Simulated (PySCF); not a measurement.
# C8H10: excited states, first hyperpolarisability

What do calculations give for the excited states, first hyperpolarisability of C8H10 (`CC1=C[C@H]2C=C[C@@H]1C2`)?

Computed with PySCF 2.14.0 and routines of our own; the level stands in each step. Atoms count from 0.

## Step 1: The starting structure

18 atoms, charge 0, multiplicity 1; geometry from: GFN2-xTB.

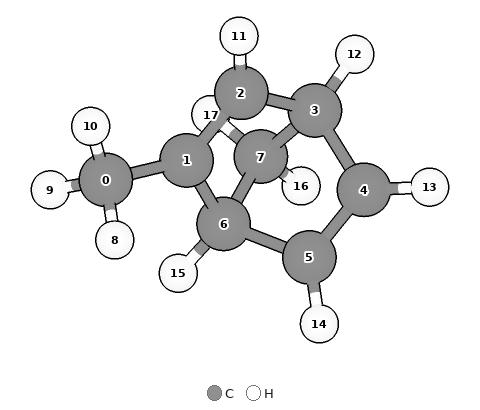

The starting geometry (carbon grey, hydrogen white).

## Step 2: Optimising the geometry at PBE0-D3(BJ)/def2-SVP

The job: settings as JSON, then the geometry in Å.

```
{"job": {"xc": "PBE0", "basis": "def2-SVP", "d3": "d3bj", "grid": 2, "kind": "geom"}, "charge": 0, "multiplicity": 1}
C      2.378332    -0.110745     0.006871
C      0.902626    -0.267656    -0.011683
C      0.123605    -1.228698     0.469667
C     -1.319658    -0.821962     0.207922
C     -1.555982     0.415100     1.061548
C     -0.784216     1.376548     0.577406
C     -0.028317     0.791236    -0.604759
C     -1.125996    -0.135347    -1.155768
H      2.650897     0.782860     0.569425
H      2.760856     0.005545    -1.007557
H      2.852659    -0.974665     0.466346
H      0.404924    -2.122440     0.993333
H     -2.063135    -1.610263     0.284859
H     -2.208136     0.436086     1.913910
H     -0.647543     2.379493     0.935590
H      0.433591     1.503176    -1.283447
H     -2.011084     0.399174    -1.500990
H     -0.772182    -0.811123    -1.934329
```

The run is started by

```console
$ OMP_NUM_THREADS=1 python excited_run.py task.json out
```

The driver reads the jobs from task.json and runs them one after another.

What it wrote:

```text
step   0  E = -310.22347886  max force = 0.013151
step   1  E = -310.22615296  max force = 0.001950
step   2  E = -310.22618388  max force = 0.000347
step   3  E = -310.22618614  max force = 0.000126
optimisation converged
```

It took 56 s on 1 thread of Intel Xeon Platinum 8488C, shared host; peak memory 0.76 GiB.

Relaxation path:

```
step  energy from step 0 (eV)  largest force component (eV/Å)
   0                   0.0000                          0.6763
   1                  -0.0728                          0.1003
   2                  -0.0736                          0.0178
   3                  -0.0737                          0.0065
```

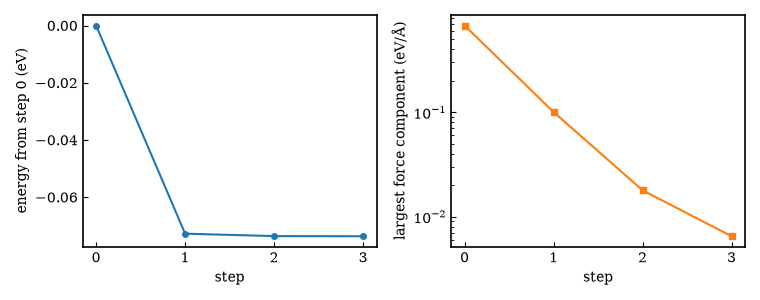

Energy and largest force along the relaxation.

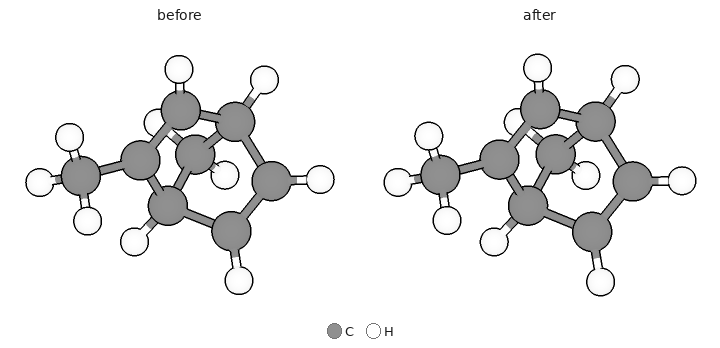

Before and after, at one scale.

Distances of close pairs at the start and the end, largest changes first:

```
  bond  before (Å)  after (Å)  change (Å)
C2–H11       1.073      1.091      +0.018
C4–H13       1.073      1.091      +0.017
C5–H14       1.074      1.091      +0.017
 C3–C4       1.521      1.535      +0.014
 C0–H8       1.091      1.104      +0.014
 C5–C6       1.520      1.533      +0.013
 C0–H9       1.090      1.103      +0.013
 C4–C5       1.325      1.337      +0.012
```

The next job starts from the end point, and lists it.

```
                         at the end point                value
  point group (found at 0.08 Å tolerance)                   C1
rotational constants (GHz, main isotopes)  3.831, 2.043, 1.872
                        dipole moment (D)                 0.39
```

## Step 3: Excited states: TDA CAM-B3LYP/def2-TZVP

The job: settings as JSON, then the geometry in Å.

```
{"job": {"kind": "states", "xc": "CAM-B3LYP", "basis": "def2-TZVP", "tda": true, "soc": true, "nstates": 6, "ntriplets": 5, "nquad": 4}, "charge": 0, "multiplicity": 1}
C      2.427909     0.022823     0.030492
C      0.951798    -0.129270    -0.010808
C      0.164911    -1.098566     0.474361
C     -1.288028    -0.671540     0.234644
C     -1.542627     0.580174     1.086020
C     -0.763996     1.549643     0.594679
C      0.007122     0.944762    -0.584482
C     -1.098924     0.017594    -1.137348
H      2.712102     0.922452     0.604016
H      2.846646     0.152319    -0.981967
H      2.914139    -0.846584     0.495471
H      0.472788    -1.996387     1.012284
H     -2.042895    -1.465051     0.308413
H     -2.194646     0.620718     1.959491
H     -0.634824     2.564697     0.972230
H      0.472578     1.661056    -1.275193
H     -1.991723     0.563456    -1.479046
H     -0.740452    -0.668734    -1.919503
```

Method: TDA CAM-B3LYP/def2-TZVP excited states, vertical, gas phase, spin-orbit mean-field couplings.

What it wrote:

```text
coarse grid: 14888 points
cycle   1  E = -310.6953214632  dE =  1.473e+00  |g| = 3.621e-01  |ddm| = 3.290e+00
cycle   2  E = -310.7109804312  dE = -1.566e-02  |g| = 2.945e-01  |ddm| = 6.860e-01
cycle   3  E = -310.7320918221  dE = -2.111e-02  |g| = 4.918e-02  |ddm| = 3.937e-01
cycle   4  E = -310.7325949731  dE = -5.032e-04  |g| = 2.327e-02  |ddm| = 6.351e-02
cycle   5  E = -310.7327150599  dE = -1.201e-04  |g| = 6.063e-03  |ddm| = 2.338e-02
cycle   6  E = -310.7327231147  dE = -8.055e-06  |g| = 2.507e-03  |ddm| = 7.496e-03
final grid: 143384 points
cycle   7  E = -310.7245832144  dE = -5.372e-05  |g| = 5.838e-03  |ddm| = 7.759e-02
cycle   8  E = -310.7245788226  dE =  4.392e-06  |g| = 7.313e-03  |ddm| = 1.353e-02
cycle   9  E = -310.7245915812  dE = -1.276e-05  |g| = 8.862e-04  |ddm| = 6.467e-03
cycle  10  E = -310.7245917392  dE = -1.580e-07  |g| = 3.694e-04  |ddm| = 9.660e-04
cycle  11  E = -310.7245917718  dE = -3.261e-08  |g| = 6.975e-05  |ddm| = 5.420e-04
cycle  12  E = -310.7245917728  dE = -1.064e-09  |g| = 1.862e-05  |ddm| = 8.710e-05
cycle  13  E = -310.7245917729  dE = -9.470e-11  |g| = 3.412e-06  |ddm| = 3.434e-05
converged SCF energy = -310.7245917729

Singlet excitations
state   eV       nm        f     d(h-e)  d(exc)  Lambda  PR(NTO)  |dmu|/D   mu/D   main configurations
  1   5.3213   233.0   0.00279   0.609   2.835   0.755   1.042    1.834    2.078   H->L 0.96
  2   6.1366   202.0   0.01838   0.237   2.970   0.787   1.492    0.736    0.645   H-1->L 0.77, H->L+2 0.19
  3   6.8447   181.1   0.00175   0.979   3.689   0.323   1.055    3.584    3.264   H->L+1 0.92
  4   7.2616   170.7   0.08662   0.245   2.900   0.656   1.255    0.852    0.760   H-1->L+2 0.57, H->L+2 0.23
  5   7.3817   168.0   0.00349   0.075   3.534   0.384   1.660                     H->L+3 0.63, H-1->L+2 0.12, H-1->L+1 0.11
  6   7.4711   166.0   0.22146   0.348   2.941   0.679   1.439                     H->L+2 0.44, H-1->L+2 0.22, H-1->L 0.10

Triplet excitations (Tamm-Dancoff)
state   eV     d(h-e)  d(exc)  Lambda  PR(NTO)   main configurations
  1   3.5194   0.089   2.313   0.741   1.291   H->L 0.83, H-1->L+2 0.09
  2   4.0160   0.038   2.142   0.771   1.984   H-1->L 0.52, H->L+2 0.38
  3   5.9333   0.758   3.018   0.783   1.726   H->L+2 0.49, H-1->L 0.40
  4   6.7140   0.616   2.915   0.636   1.442   H-1->L+2 0.73, H->L 0.09
  5   6.7514   0.883   3.618   0.326   1.105   H->L+1 0.89
S1 - T1 = 1.8018 eV

Spin-orbit couplings |<S|Hso|T>| (cm-1)
             T1       T2       T3       T4       T5
S0        1.649    2.534    4.487    6.255    4.205
S1        1.693    2.263    8.290    1.595    1.742
S2        9.692    0.699    1.759    1.890    0.527
S3        1.434    0.690    0.885    0.490    0.121
S4        0.756    1.520    6.853    3.618    0.925
S5        1.587    1.255    2.647    1.025    1.713
S6        0.931    1.166    4.491    3.653    1.334
T1 sublevels (cm-1): 0.000 0.000 0.001   radiative rates (1/s): 0.972 0.0423 1.35
```

Run time: 1.7 min. Hardware: 1 thread of Intel Xeon Platinum 8488C, shared host; peak memory 1.3 GiB.

In short:

```
  quantity    value
S1 less T1  1.80 eV
```

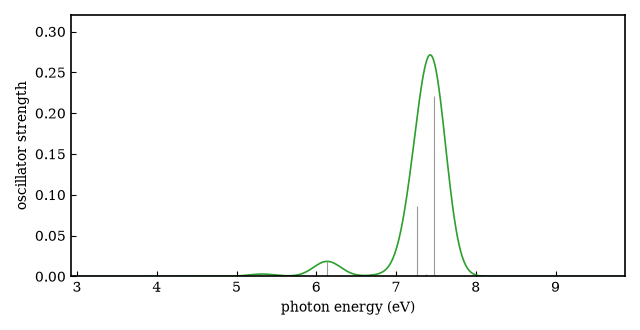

Absorption lines of the singlets. Lines are broadened to a width of 0.40 eV (Gaussian).

## Step 4: Excited states: TDDFT CAM-B3LYP/aug-cc-pVDZ

The job, as its differences from that of step 3:

```diff
@@ -1,2 +1,2 @@
-{"job": {"kind": "states", "xc": "CAM-B3LYP", "basis": "def2-TZVP", "tda": true, "soc": true, "nstates": 6, "ntriplets": 5, "nquad": 4}, "charge": 0, "multiplicity": 1}
+{"job": {"kind": "states", "xc": "CAM-B3LYP", "basis": "aug-cc-pVDZ", "tpa": true, "nstates": 8, "nquad": 6, "ntriplets": 0}, "charge": 0, "multiplicity": 1}
 C      2.427909     0.022823     0.030492
```

Level: TDDFT CAM-B3LYP/aug-cc-pVDZ excited states, vertical, gas phase, two-photon moments by quadratic response.

What it wrote:

```text
coarse grid: 14888 points
cycle   1  E = -310.5812218672  dE =  1.524e+00  |g| = 3.267e-01  |ddm| = 3.191e+01
cycle   2  E = -310.5965931033  dE = -1.537e-02  |g| = 2.622e-01  |ddm| = 3.615e+00
cycle   3  E = -310.6142581218  dE = -1.767e-02  |g| = 4.461e-02  |ddm| = 1.179e+00
cycle   4  E = -310.6146940263  dE = -4.359e-04  |g| = 2.178e-02  |ddm| = 3.671e-01
cycle   5  E = -310.6148060844  dE = -1.121e-04  |g| = 5.445e-03  |ddm| = 1.061e-01
cycle   6  E = -310.6148129510  dE = -6.867e-06  |g| = 2.170e-03  |ddm| = 2.852e-02
final grid: 143384 points
cycle   7  E = -310.6420953429  dE = -2.361e-05  |g| = 5.123e-03  |ddm| = 4.055e-01
cycle   8  E = -310.6420919616  dE =  3.381e-06  |g| = 6.464e-03  |ddm| = 5.247e-02
cycle   9  E = -310.6421023315  dE = -1.037e-05  |g| = 7.183e-04  |ddm| = 2.256e-02
cycle  10  E = -310.6421024520  dE = -1.205e-07  |g| = 2.252e-04  |ddm| = 3.424e-03
cycle  11  E = -310.6421024647  dE = -1.274e-08  |g| = 5.600e-05  |ddm| = 1.413e-03
cycle  12  E = -310.6421024655  dE = -7.790e-10  |g| = 1.209e-05  |ddm| = 3.169e-04
converged SCF energy = -310.6421024655

Singlet excitations
state   eV       nm        f     d(h-e)  d(exc)  Lambda  PR(NTO)  |dmu|/D   mu/D   delta(TPA)   sigma/GM   main configurations
  1   5.0714   244.5   0.00231   0.505   2.962   0.433   1.055    1.641    1.913        4.54      0.043   H->L+4 0.45, H->L+2 0.24, H->L+1 0.21
  2   5.5830   222.1   0.00639   0.535   4.551   0.216   1.064    2.429    2.147       50.98      0.582   H->L 0.89
  3   5.9717   207.6   0.01204   0.475   3.599   0.391   1.963    2.158    2.304       33.51      0.438   H-1->L+4 0.23, H->L+3 0.19, H-1->L+1 0.16
  4   6.0293   205.6   0.01670   0.333   4.578   0.338   1.571    1.751    1.819      118.99      1.585   H->L+1 0.33, H->L+2 0.27, H-1->L 0.10
  5   6.1236   202.5   0.02856   0.132   4.736   0.310   1.415    1.021    1.237       69.61      0.956   H->L+3 0.41, H->L+1 0.32
  6   6.2439   198.6   0.01788   1.036   4.938   0.413   1.083    3.733    3.662       16.55      0.236   H->L+4 0.36, H->L+2 0.35, H->L+3 0.10
  7   6.5433   189.5   0.08205   0.442   4.462   0.301   1.601                                            H->L+5 0.54, H->L+9 0.09, H-1->L 0.08
  8   6.6340   186.9   0.00900   0.448   4.968   0.250   1.910                                            H-1->L 0.28, H->L+7 0.14, H->L+5 0.11
```

Wall time 95 s (1 thread of Intel Xeon Platinum 8488C, shared host); peak memory 1.1 GiB.

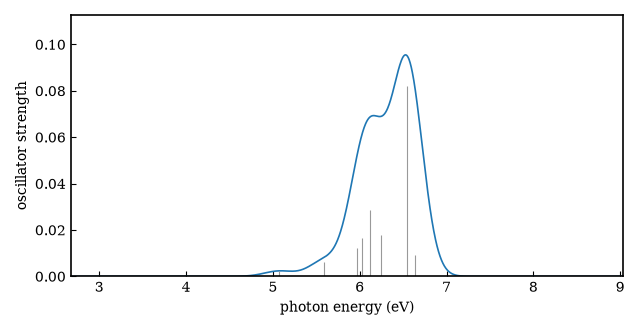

Absorption lines of the singlets. Lines are broadened to a width of 0.40 eV (Gaussian).

## Step 5: First hyperpolarisability: quadratic response CAM-B3LYP/aug-cc-pVDZ

The job, as its differences from that of step 4:

```diff
@@ -1,2 +1,2 @@
-{"job": {"kind": "states", "xc": "CAM-B3LYP", "basis": "aug-cc-pVDZ", "tpa": true, "nstates": 8, "nquad": 6, "ntriplets": 0}, "charge": 0, "multiplicity": 1}
+{"job": {"kind": "beta", "xc": "CAM-B3LYP", "basis": "aug-cc-pVDZ"}, "charge": 0, "multiplicity": 1}
 C      2.427909     0.022823     0.030492
```

With the program's defaults for keys left out, this is: quadratic response CAM-B3LYP/aug-cc-pVDZ first hyperpolarisability, Taylor convention, gas phase.

What it wrote:

```text
coarse grid: 14888 points
cycle   1  E = -310.5812218672  dE =  1.524e+00  |g| = 3.267e-01  |ddm| = 3.191e+01
cycle   2  E = -310.5965931033  dE = -1.537e-02  |g| = 2.622e-01  |ddm| = 3.615e+00
cycle   3  E = -310.6142581218  dE = -1.767e-02  |g| = 4.461e-02  |ddm| = 1.179e+00
cycle   4  E = -310.6146940263  dE = -4.359e-04  |g| = 2.178e-02  |ddm| = 3.671e-01
cycle   5  E = -310.6148060844  dE = -1.121e-04  |g| = 5.445e-03  |ddm| = 1.061e-01
cycle   6  E = -310.6148129510  dE = -6.867e-06  |g| = 2.170e-03  |ddm| = 2.852e-02
final grid: 143384 points
cycle   7  E = -310.6420953429  dE = -2.361e-05  |g| = 5.123e-03  |ddm| = 4.055e-01
cycle   8  E = -310.6420919616  dE =  3.381e-06  |g| = 6.464e-03  |ddm| = 5.247e-02
cycle   9  E = -310.6421023315  dE = -1.037e-05  |g| = 7.183e-04  |ddm| = 2.256e-02
cycle  10  E = -310.6421024520  dE = -1.205e-07  |g| = 2.252e-04  |ddm| = 3.424e-03
cycle  11  E = -310.6421024647  dE = -1.274e-08  |g| = 5.600e-05  |ddm| = 1.413e-03
cycle  12  E = -310.6421024655  dE = -7.790e-10  |g| = 1.209e-05  |ddm| = 3.169e-04
converged SCF energy = -310.6421024655

Lowest singlets (eV, f): 5.0714 0.0023  5.5830 0.0064  5.9717 0.0120

First hyperpolarisability (au)
process     nm      |vector|   parallel      HRS      DR
static         -       65.05      18.85      33.66    2.99
shg       1907.0       68.93      20.24      35.93   2.961
eope      1907.0       66.30       19.3          -       -
shg       1064.0       79.02      23.96       41.9   2.891
eope      1064.0       69.22      20.35          -       -
```

Wall time 66 s (1 thread of Intel Xeon Platinum 8488C, shared host); peak memory 1.1 GiB.

## Step 6: Excited states: TDA CAM-B3LYP/def2-TZVP in water

The job, as its differences from that of step 5:

```diff
@@ -1,2 +1,2 @@
-{"job": {"kind": "beta", "xc": "CAM-B3LYP", "basis": "aug-cc-pVDZ"}, "charge": 0, "multiplicity": 1}
+{"job": {"kind": "states", "xc": "CAM-B3LYP", "basis": "def2-TZVP", "tda": true, "soc": true, "nstates": 6, "ntriplets": 5, "nquad": 4, "solvent": "water"}, "charge": 0, "multiplicity": 1}
 C      2.427909     0.022823     0.030492
```

With the program's defaults for keys left out, this is: TDA CAM-B3LYP/def2-TZVP excited states, vertical, IEF-PCM water (non-equilibrium response), spin-orbit mean-field couplings.

What it wrote:

```text
coarse grid: 14888 points
cycle   1  E = -310.7010318822  dE =  1.468e+00  |g| = 3.521e-01  |ddm| = 3.285e+00
cycle   2  E = -310.7182862875  dE = -1.725e-02  |g| = 2.692e-01  |ddm| = 6.753e-01
cycle   3  E = -310.7357932955  dE = -1.751e-02  |g| = 4.675e-02  |ddm| = 3.176e-01
cycle   4  E = -310.7362808357  dE = -4.875e-04  |g| = 1.977e-02  |ddm| = 6.879e-02
cycle   5  E = -310.7363698306  dE = -8.899e-05  |g| = 4.337e-03  |ddm| = 2.029e-02
cycle   6  E = -310.7363744706  dE = -4.640e-06  |g| = 1.393e-03  |ddm| = 6.387e-03
final grid: 143384 points
cycle   7  E = -310.7282092006  dE = -5.586e-05  |g| = 4.562e-03  |ddm| = 7.813e-02
cycle   8  E = -310.7282093094  dE = -1.088e-07  |g| = 4.606e-03  |ddm| = 1.089e-02
cycle   9  E = -310.7282143681  dE = -5.059e-06  |g| = 5.179e-04  |ddm| = 3.981e-03
cycle  10  E = -310.7282144120  dE = -4.388e-08  |g| = 3.012e-04  |ddm| = 7.597e-04
cycle  11  E = -310.7282144328  dE = -2.080e-08  |g| = 5.418e-05  |ddm| = 3.690e-04
cycle  12  E = -310.7282144335  dE = -6.652e-10  |g| = 1.724e-05  |ddm| = 8.041e-05
converged SCF energy = -310.7282144335

Singlet excitations
state   eV       nm        f     d(h-e)  d(exc)  Lambda  PR(NTO)  |dmu|/D   mu/D   main configurations
  1   5.2959   234.1   0.00352   0.631   2.829   0.753   1.038    2.109    2.461   H->L 0.96
  2   6.1267   202.4   0.02906   0.222   2.951   0.786   1.427    0.769    0.822   H-1->L 0.80, H->L+1 0.16
  3   6.9971   177.2   0.00236   0.902   3.646   0.362   1.055    3.624    3.144   H->L+2 0.92
  4   7.2212   171.7   0.17252   0.247   2.825   0.693   1.162    0.769    0.947   H-1->L+1 0.49, H->L+1 0.36
  5   7.4146   167.2   0.23417   0.447   2.870   0.699   1.254                     H-1->L+1 0.41, H->L+1 0.39
  6   7.5481   164.3   0.01848   0.264   3.509   0.360   1.664                     H->L+3 0.66, H-1->L+2 0.13

Triplet excitations (Tamm-Dancoff)
state   eV     d(h-e)  d(exc)  Lambda  PR(NTO)   main configurations
  1   3.5476   0.095   2.320   0.738   1.288   H->L 0.82, H-1->L+1 0.08
  2   4.0450   0.040   2.148   0.771   1.981   H-1->L 0.52, H->L+1 0.38
  3   5.9349   0.811   3.015   0.780   1.698   H->L+1 0.49, H-1->L 0.39
  4   6.7301   0.629   2.878   0.629   1.406   H-1->L+1 0.73
  5   6.9055   0.886   3.590   0.368   1.068   H->L+2 0.89
S1 - T1 = 1.7482 eV

Spin-orbit couplings |<S|Hso|T>| (cm-1)
             T1       T2       T3       T4       T5
S0        1.632    2.595    4.701    6.687    3.524
S1        1.741    2.247    8.405    1.843    1.478
S2        9.640    0.668    1.892    1.652    0.443
S3        1.291    0.618    0.738    0.548    0.093
S4        0.288    1.413    6.148    4.399    0.768
S5        1.423    1.386    5.511    2.994    0.841
S6        1.645    1.163    0.430    1.583    1.984
T1 sublevels (cm-1): 0.000 0.000 0.001   radiative rates (1/s): 1.03 0.0403 1.52
```

Wall time 87 s (1 thread of Intel Xeon Platinum 8488C, shared host); peak memory 1.4 GiB.

From this job:

```
  quantity    value
S1 less T1  1.75 eV
```

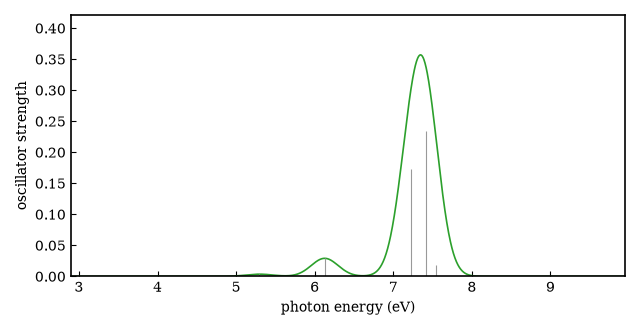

Absorption lines of the singlets. Lines are broadened to a width of 0.40 eV (Gaussian).

## Step 7: Results

```
                                                   quantity                                             value
                                                point group                                                C1
                       rotational constants (main isotopes)                              3.83, 2.04, 1.87 GHz
               S1 less T1 (step 3, TDA CAM-B3LYP/def2-TZVP)                                           1.80 eV
β vector (step 5, quadratic response CAM-B3LYP/aug-cc-pVDZ)  static 65, SHG 1907.0 nm 69, SHG 1064.0 nm 79 au
      S1 less T1 (step 6, TDA CAM-B3LYP/def2-TZVP in water)                                           1.75 eV
```

**Reading.** The optimisation took 3 steps and gained 0.074 eV; among the close pairs (by a distance rule), C2–H11 changed most, from 1.073 to 1.091 Å. No frequency check was run at this level, so the end point may be a saddle. In step 3, the number of triplets below S1 is 2, and the largest singlet-triplet spin-orbit coupling is S2–T1, 9.69 cm⁻¹. β grows from 65 au (static) to 79 au for doubling at 1064.0 nm: normal dispersion, which grows as twice the photon energy moves toward the bright states. In step 6, the number of triplets below S1 is 2, and the largest singlet-triplet spin-orbit coupling is S2–T1, 9.64 cm⁻¹.
